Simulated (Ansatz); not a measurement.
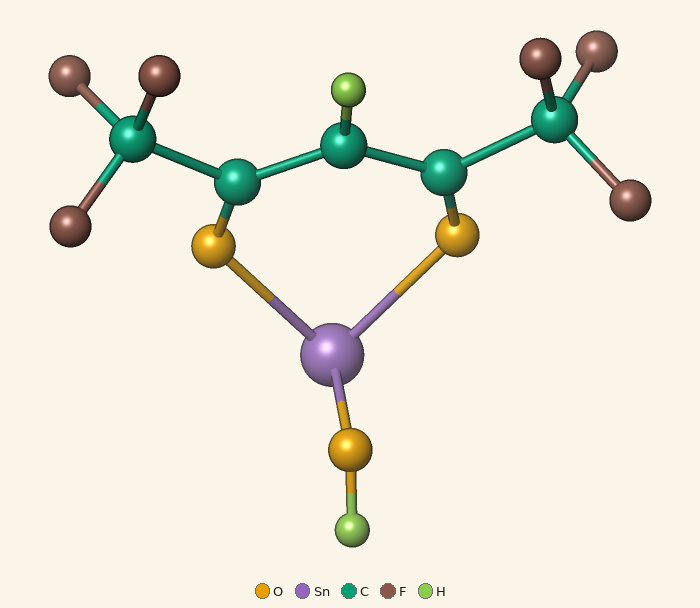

Computed geometry: PBE-D4/def2-SVP optimisation. No frequency run is at hand to confirm it as a minimum.

Draw it as a skeletal formula.

SMILES: [OH][Sn-]1[O]C(C(F)(F)F)=CC(C(F)(F)F)=[O+]1

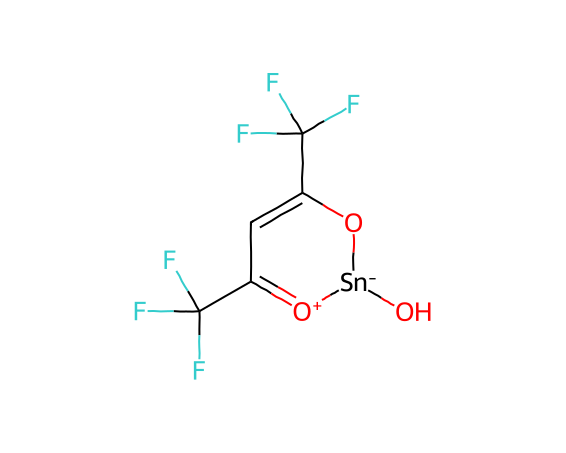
